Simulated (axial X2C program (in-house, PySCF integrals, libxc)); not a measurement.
# Relativistic diatomic calculation for ZrAl

ZrAl, single determinant with Ω = 9/2 (not the lowest found). The distance is the PBE0 minimum at charge 0. Computed at this level: expectation values, HF and Kohn-Sham, two-component X2C with atomic mean-field Coulomb and Gaunt terms, Zr dyall-cv3z, Al dyall-v3z (cores contracted) (axial X2C program (in-house, PySCF integrals, libxc)).

### The input
```
{"zs": [40, 13], "q": 0, "bas": ["dyall-cv3z", "dyall-v3z"], "r0": 2.8, "levels": ["PBE0", "HF", "LDA", "TPSSh", "B3LYP"], "nst": 3}
```

The line is the task of a batch: nuclear charges, charge, bases, the levels to run, a first guess of the distance and further settings. This report covers the levels named above. The log is that of the reference distance, started from orbitals converged before.

Hardware: 1 thread of Arm Neoverse V2, 112 GiB of memory available, shared host.

The run was one of a batch that the task file lists, launched with:
```bash
python <driver script> task.json out
```

### Output
```
two-component X2C + atomic mean field  PBE0
basis functions 210  fitting functions 1043  grid points 5081
iter        total energy     max residual
   1      -3839.316128048     3.16e-05
   2      -3839.316128080     3.95e-05
   3      -3839.316128120     1.62e-05
   4      -3839.316128136     8.17e-06
   5      -3839.316128143     8.45e-07
   6      -3839.316128143     5.83e-07
converged
one-electron -5512.62495862  Coulomb 1703.31490984  exact exchange -32.79592969  xc functional -100.57196436  nuclear repulsion 104.98746649  atomic mean-field constant -1.62565181
```

### Expectation values by level of theory

| quantity | PBE0 | HF | LDA | TPSSh | B3LYP |
| --- | --- | --- | --- | --- | --- |
| effective field for an electron dipole moment (GV/cm) | −0.674 | 0.0123 | −1.07 | −0.714 | −0.956 |
| field gradient at the first nucleus (a.u.) | −0.626 | −0.149 | −0.753 | −0.671 | −0.673 |
| field gradient at the second nucleus (a.u.) | −0.345 | −0.368 | −0.309 | −0.326 | −0.337 |
| A∥/gI, first nucleus (MHz) | 431 | 364 | 474 | 417 | 456 |
| A∥/gI, second nucleus (MHz) | −4.13 | −25.5 | 11.0 | 6.86 | 5.29 |

Each column comes from one determinant with 3 or more unpaired spinors, which can mix states, in a basis with contracted cores. The levels disagree widely: the effective field runs from −1.07 to 0.0123 GV/cm, A∥/gI at the second nucleus runs from −25.5 to 11.0 MHz and the field gradient at the first nucleus runs from −0.753 to −0.149 a.u. They may not all have settled in the same state, and these values aren't reliable properties of the molecule.

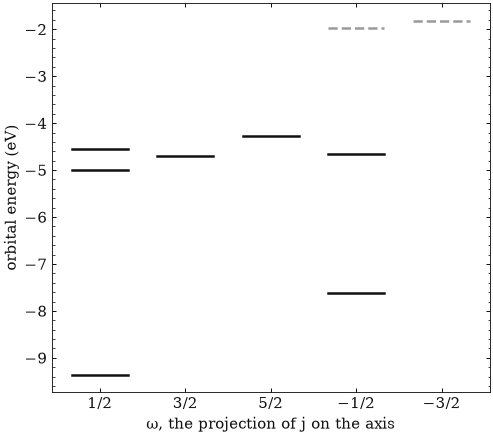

Fig. 1: Orbital energies (PBE0) near the frontier at 2.62 Å, filled (solid) and empty (dashed). The highest filled spinor (5/2; 99 % Zr d) lies at −4.28 eV, the lowest empty one (−1/2; 42 % Al p, 41 % Zr s) at −1.98 eV.

### Results in brief

```tsv
quantity	value
outcome	converged; the levels of theory disagree widely
wall time	4.2 s
peak memory	0.37 GiB
```
